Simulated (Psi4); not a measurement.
# singlet CH5Si+: levels of theory compared

Aim: a comparison of 5 runs (B3LYP/aug-cc-pVDZ, BLYP/aug-cc-pVDZ, M06-L/aug-cc-pVDZ, TPSS/aug-cc-pVDZ, r2SCAN/aug-cc-pVDZ) of singlet CH5Si+. 

The results are computed with Psi4 1.11.

1 further run of the same task is left out (it didn't finish).

**1. The molecule**

CH5Si+: 7 atoms, total charge +1, spin state singlet. As SMILES of the parent species, `C[SiH2]`. The shape is that of a PBE0-D4/def2-TZVP optimisation. That shape belongs to the parent species and isn't relaxed for this state.

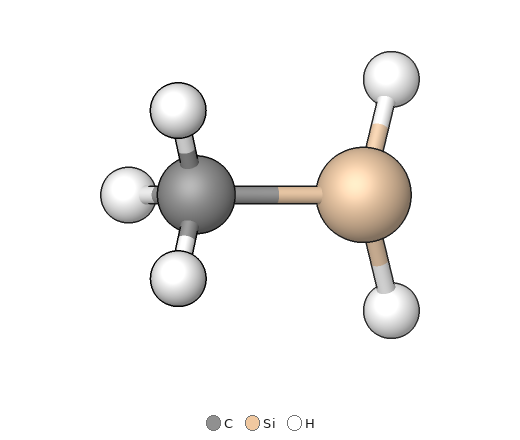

Viewed from a chosen angle; carbon grey, silicon light orange, hydrogen white.

**2. Energy and gradient at B3LYP/aug-cc-pVDZ (run 1)**

File input.dat:

```
memory 2.2 GB

molecule geom {
  1 1
  C
  Si 1 1.87494
  H 1 1.094317 2 110.52863
  H 1 1.091743 3 108.14509 2 -121.48438
  H 1 1.091674 4 108.25734 3 116.95988
  H 2 1.490529 1 111.77425 5 -58.24645
  H 2 1.490422 6 109.46142 1 124.39949
  units angstrom
  symmetry c1
  no_reorient
  no_com
}

set globals {
  basis                aug-cc-pVDZ
  puream               true
  e_convergence        1e-09
  d_convergence        1e-08
  scf_type             pk
  dft_radial_points    99
  dft_spherical_points 590
}

result, w = gradient("b3lyp", return_wfn=True)
oeprop(w, "MULLIKEN_CHARGES", "QUADRUPOLE", "WIBERG_LOWDIN_INDICES", title="B3LYP")
```

Command:

```
$ psi4 input.dat output.dat -n 1
```

output.dat:

```text
[...]
  Running in c1 symmetry.
[...]
  Nuclear repulsion =   55.683071782465383
[...]
  Multiplicity = 1
[...]
  Nalpha       = 12
  Nbeta        = 12
[...]
    Number of basis functions: 95
[...]
   @RKS iter   1:  -329.99043520411766    3.58698e-02   7.69947e-03 ADIIS/DIIS
[...]
   @RKS iter  11:  -330.27598492338296   -1.59162e-12   2.54411e-09 DIIS
[...]
  @RKS Final Energy:  -330.27598492338296
   => Energetics <=
    Nuclear Repulsion Energy =             55.6830717824653831
    One-Electron Energy =                -558.8842389656570049
    Two-Electron Energy =                 195.4275017329360651
    DFT Exchange-Correlation Energy =     -22.5023194731274039
    Empirical Dispersion Energy =           0.0000000000000000
    VV10 Nonlocal Energy =                  0.0000000000000000
    Total Energy =                       -330.2759849233829073
[...]
  -Total Gradient:
     Atom            X                  Y                   Z
    ------   -----------------  -----------------  -----------------
       1       -0.000061196280     0.038774060790    -0.008405874332
       2        0.000141412417    -0.063110984712     0.030547440914
       3       -0.000011240708    -0.013134876030    -0.008943841015
       4       -0.004221451669     0.000841040823     0.003973108614
       5        0.004247952245     0.000872406189     0.003960436144
       6        0.005740283475     0.017895734066    -0.010560680109
       7       -0.005835762250     0.017862317451    -0.010570263747
[...]
 Multipole Moments:
 ------------------------------------------------------------------------------------
     Multipole            Electronic (a.u.)      Nuclear  (a.u.)        Total (a.u.)
 ------------------------------------------------------------------------------------
 L = 1.  Multiply by 2.5417464519 to convert [e a0] to [Debye]
 Dipole X            :          0.0025983           -0.0019663            0.0006320
 Dipole Y            :         -1.3916772            1.1039403           -0.2877369
 Dipole Z            :          2.8082738           -2.3714353            0.4368386
 Magnitude           :                                                    0.5230878
 L = 2.  Multiply by 1.3450342976 to convert [e a0^2] to [Debye ang]
 Quadrupole XX       :        -29.1278884           16.1657401          -12.9621483
 Quadrupole XY       :         -0.0155534            0.0130643           -0.0024891
[...]
```

Wall time 45 s (1 thread of Intel Xeon Platinum 8259CL at 2.50GHz (Skylake/Cascade Lake), shared host); peak memory 1 GiB.

**3. Energy and gradient at BLYP/aug-cc-pVDZ (run 2)**

File job.json:

```json
{
  "schema_name": "qcschema_input",
  "schema_version": 1,
  "molecule": {
    "schema_name": "qcschema_molecule",
    "schema_version": 2,
    "symbols": ["C", "Si", "H", "H", "H", "H", "H"],
    "geometry": [-0.23168042, -1.51782802, 0.17990193, 0.33296974, 1.95548859, 0.593374, -0.38701591, -1.99347209, -1.82660927, 1.32129651, -2.61405815, 0.98171272, -1.97873223, -2.09324963, 1.11399355, -1.79807441, 3.48919032, -0.42651119, 2.74123672, 2.77411795, -0.61605072],
    "molecular_charge": 1,
    "molecular_multiplicity": 1,
    "fix_symmetry": "c1",
    "fix_com": true,
    "fix_orientation": true
  },
  "driver": "gradient",
  "model": {
    "method": "blyp",
    "basis": "aug-cc-pVDZ"
  },
  "keywords": {
    "puream": true,
    "e_convergence": 1e-09,
    "d_convergence": 1e-08,
    "scf_type": "pk",
    "dft_radial_points": 99,
    "dft_spherical_points": 590,
    "scf_properties": ["MAYER_INDICES", "WIBERG_LOWDIN_INDICES", "MULLIKEN_CHARGES"]
  }
}
```

Command:

```
$ psi4 --qcschema job.json -n 1 --memory 2200MB
```

stdout:

```text
[...]
  Running in c1 symmetry.
[...]
  Nuclear repulsion =   55.683077169544077
[...]
  Multiplicity = 1
[...]
  Nalpha       = 12
  Nbeta        = 12
[...]
    Number of basis functions: 95
[...]
   @RKS iter   1:  -329.80900471076814    1.83223e-01   9.17876e-03 DIIS/ADIIS
[...]
   @RKS iter  11:  -330.21990219297061   -6.17888e-11   7.81315e-09 DIIS
[...]
    Orbital Energies [Eh]
    ---------------------
    Doubly Occupied:
       1A    -65.814602     2A    -10.145495     3A     -5.373587
       4A     -3.801023     5A     -3.789079     6A     -3.788714
       7A     -0.862431     8A     -0.708258     9A     -0.589388
      10A     -0.587119    11A     -0.540060    12A     -0.531908
[...]
  @RKS Final Energy:  -330.21990219297061
   => Energetics <=
    Nuclear Repulsion Energy =             55.6830771695440774
    One-Electron Energy =                -558.8428438018423776
    Two-Electron Energy =                 200.7750008199936644
    DFT Exchange-Correlation Energy =     -27.8351363806659471
    Empirical Dispersion Energy =           0.0000000000000000
    VV10 Nonlocal Energy =                  0.0000000000000000
    Total Energy =                       -330.2199021929706078
[...]
 Multipole Moments:
 ------------------------------------------------------------------------------------
     Multipole            Electronic (a.u.)      Nuclear  (a.u.)        Total (a.u.)
 ------------------------------------------------------------------------------------
 L = 1.  Multiply by 2.5417464519 to convert [e a0] to [Debye]
 Dipole X            :         -2.9594978            3.1702045            0.2107067
 Dipole Y            :        -16.6830387           17.8324005            1.1493618
 Dipole Z            :         -7.9087351            8.6131827            0.7044476
 Magnitude           :                                                    1.3644326
[...]
  -Total Gradient:
     Atom            X                  Y                   Z
    ------   -----------------  -----------------  -----------------
       1       -0.002336959387    -0.004469713118    -0.039399825543
       2        0.005715260121     0.020080046718     0.060336114470
       3       -0.000752515307    -0.008870776042     0.016526322986
       4       -0.006708162223     0.007095068440    -0.001668580908
       5        0.008433798918     0.004694814618    -0.002308729011
       6        0.006130336818    -0.010567745258    -0.017095540208
       7       -0.010481695484    -0.007961371874    -0.016389349750
[...]
```

The result, in JSON:

```text
{
 "driver": "gradient",
 "model": {
  "method": "blyp",
  "basis": "aug-cc-pVDZ"
 },
 "success": true,
 "return_result": [-0.002336959386621134, -0.00446971311827668, -0.03939982554252007, 0.005715260121105662, 0.020080046718001628, 0.060336114470009194, -0.0007525153066014756, -0.008870776041748879, 0.01652632298615972, -0.006708162223453412, 0.007095068440004446, -0.0016685809080796352, 0.008433798917997476, 0.004694814617534224, -0.0023087290112960984, 0.006130336817789073, -0.010567745257940006, -0.01709554020845018, -0.010481695484308245, -0.007961371874366664, -0.016389349749945895],
 "properties": {
  "calcinfo_nbasis": 95,
  "calcinfo_nmo": 95,
  "calcinfo_nalpha": 12,
  "calcinfo_nbeta": 12,
  "calcinfo_natom": 7,
  "nuclear_repulsion_energy": 55.68307716954408,
  "return_energy": -330.2199021929706,
  "return_gradient": [-0.002336959386621134, -0.00446971311827668, -0.03939982554252007, 0.005715260121105662, 0.020080046718001628, 0.060336114470009194, -0.0007525153066014756, -0.008870776041748879, 0.01652632298615972, -0.006708162223453412, 0.007095068440004446, -0.0016685809080796352, 0.008433798917997476, 0.004694814617534224, -0.0023087290112960984, 0.006130336817789073, -0.010567745257940006, -0.01709554020845018, -0.010481695484308245, -0.007961371874366664, -0.016389349749945895],
  "scf_one_electron_energy": -558.8428438018424,
  "scf_two_electron_energy": 200.77500081999366,
  "scf_xc_energy": -27.835136380665947,
  "scf_dipole_moment": [0.21070669176945644, 1.1493618443801168, 0.7044475825077088],
  "scf_total_energy": -330.2199021929706,
  "scf_total_gradient": [-0.002336959386621134, -0.00446971311827668, -0.03939982554252007, 0.005715260121105662, 0.020080046718001628, 0.060336114470009194, -0.0007525153066014756, -0.008870776041748879, 0.01652632298615972, -0.006708162223453412, 0.007095068440004446, -0.0016685809080796352, 0.008433798917997476, 0.004694814617534224, -0.0023087290112960984, 0.006130336817789073, -0.010567745257940006, -0.01709554020845018, -0.010481695484308245, -0.007961371874366664, -0.016389349749945895],
  "scf_iterations": 11
 }
}
```

Run time: 44 s. Hardware: 1 thread of Intel Xeon Platinum 8259CL at 2.50GHz (Skylake/Cascade Lake), shared host; peak memory 1 GiB.

Runs 3 to 4 aren't shown in full; the table further down has their settings and results.

**4. Energy and gradient at r2SCAN/aug-cc-pVDZ (run 5)**

File ch5si.xyz:

```xyz
7
CH5Si
C     -0.122600    -0.803200     0.095200
Si     0.176200     1.034800     0.314000
H     -0.204800    -1.054900    -0.966600
H      0.699200    -1.383300     0.519500
H     -1.047100    -1.107700     0.589500
H     -0.951500     1.846400    -0.225700
H      1.450600     1.468000    -0.326000
```

File ch5si.py:

```python
import psi4

psi4.set_memory(2200000000)
psi4.set_num_threads(1)
psi4.core.set_output_file('psi4.out', False)

with open('ch5si.xyz') as f:
    atoms = ''.join(f.readlines()[2:])
geom = psi4.geometry('1 1\n' + atoms + 'symmetry c1\nno_reorient\nno_com')

psi4.set_options({
    'basis': 'aug-cc-pVDZ',
    'puream': True,
    'e_convergence': 1e-09,
    'd_convergence': 1e-08,
    'scf_type': 'pk',
    'dft_radial_points': 99,
    'dft_spherical_points': 590,
})

energy_value, wavefunction = psi4.gradient('R2SCAN', molecule=geom, return_wfn=True)
print('gradient / Eh bohr^-1')
print(energy_value.np.round(6))
print(f'energy = {wavefunction.energy():.10f} Eh')
```

Command:

```
$ python ch5si.py
```

psi4.out:

```text
[...]
  Running in c1 symmetry.
[...]
  Nuclear repulsion =   55.683077117445883
[...]
  Multiplicity = 1
[...]
  Nalpha       = 12
  Nbeta        = 12
[...]
    Number of basis functions: 95
[...]
   @RKS iter   1:  -329.88638882405422    7.17145e-02   7.93748e-03 ADIIS/DIIS
[...]
   @RKS iter  11:  -330.19289428547489   -1.18803e-11   3.95268e-09 DIIS
[...]
    Orbital Energies [Eh]
    ---------------------
    Doubly Occupied:
       1A    -66.164369     2A    -10.268831     3A     -5.523377
       4A     -3.873507     5A     -3.861362     6A     -3.860978
       7A     -0.901617     8A     -0.728388     9A     -0.607204
      10A     -0.603454    11A     -0.554251    12A     -0.546524
[...]
  @RKS Final Energy:  -330.19289428547489
   => Energetics <=
    Nuclear Repulsion Energy =             55.6830771174458832
    One-Electron Energy =                -558.9207451209412056
    Two-Electron Energy =                 200.8662894192825661
    DFT Exchange-Correlation Energy =     -27.8215157012621184
    Empirical Dispersion Energy =           0.0000000000000000
    VV10 Nonlocal Energy =                  0.0000000000000000
    Total Energy =                       -330.1928942854748925
[...]
 Multipole Moments:
 ------------------------------------------------------------------------------------
     Multipole            Electronic (a.u.)      Nuclear  (a.u.)        Total (a.u.)
 ------------------------------------------------------------------------------------
 L = 1.  Multiply by 2.5417464519 to convert [e a0] to [Debye]
 Dipole X            :         -2.9562825            3.1702045            0.2139220
 Dipole Y            :        -16.6684045           17.8324006            1.1639961
 Dipole Z            :         -7.8869361            8.6131827            0.7262467
 Magnitude           :                                                    1.3885546
[...]
  -Total Gradient:
     Atom            X                  Y                   Z
    ------   -----------------  -----------------  -----------------
       1       -0.002913931811    -0.007883375400    -0.040299045561
       2        0.006876690706     0.026014056885     0.065728011166
       3       -0.001140136359    -0.010228840064     0.012187478759
       4       -0.003717570102     0.004910210070    -0.000075652248
       5        0.005051047076     0.003516191572    -0.000460937432
       6        0.004104248152    -0.009186635482    -0.018926728316
       7       -0.008286746434    -0.007245430224    -0.018396999710
[...]
```

On the terminal:

```text
gradient / Eh bohr^-1
[[-2.9140e-03 -7.8830e-03 -4.0299e-02]
 [ 6.8770e-03  2.6014e-02  6.5728e-02]
 [-1.1400e-03 -1.0229e-02  1.2187e-02]
 [-3.7180e-03  4.9100e-03 -7.6000e-05]
 [ 5.0510e-03  3.5160e-03 -4.6100e-04]
 [ 4.1040e-03 -9.1870e-03 -1.8927e-02]
 [-8.2870e-03 -7.2450e-03 -1.8397e-02]]
energy = -330.1928942855 Eh
```

It took 81 s on 1 thread of Intel Xeon Platinum 8259CL at 2.50GHz (Skylake/Cascade Lake), shared host; peak memory 1.4 GiB.

**5. Overview of the runs**

| run | level | task | energy (Eh) | HOMO energy (eV) | LUMO energy (eV) | HOMO–LUMO gap (eV) | wall time |
| --- | --- | --- | --- | --- | --- | --- | --- |
| 1 | B3LYP/aug-cc-pVDZ | gradient | -330.275985 | -15.66 | -10.67 | 4.99 | 45 s |
| 2 | BLYP/aug-cc-pVDZ | gradient | -330.219902 | -14.47 | -11.24 | 3.24 | 44 s |
| 3 | M06-L/aug-cc-pVDZ | energy | -330.247754 | -14.78 | -10.98 | 3.79 | 60 s |
| 4 | TPSS/aug-cc-pVDZ | energy | -330.288672 | -14.72 | -11.18 | 3.54 | 80 s |
| 5 | r2SCAN/aug-cc-pVDZ | gradient | -330.192894 | -14.87 | -11.06 | 3.81 | 81 s |

**6. What came out**

| quantity | value |
| --- | --- |
| run 5: total energy | -330.19289 Eh |
| run 5: HOMO energy | -14.87 eV |
| run 5: LUMO energy | -11.06 eV |
| run 5: HOMO–LUMO gap | 3.81 eV |
| run 5: largest force on an atom | 3.652 eV/Å |

What this shows: The HOMO–LUMO gap runs from 3.24 eV (BLYP/aug-cc-pVDZ) to 4.99 eV (B3LYP/aug-cc-pVDZ). Totals of different functionals can't be ranked against each other. All runs together took 5.2 min, the longest 81 s.
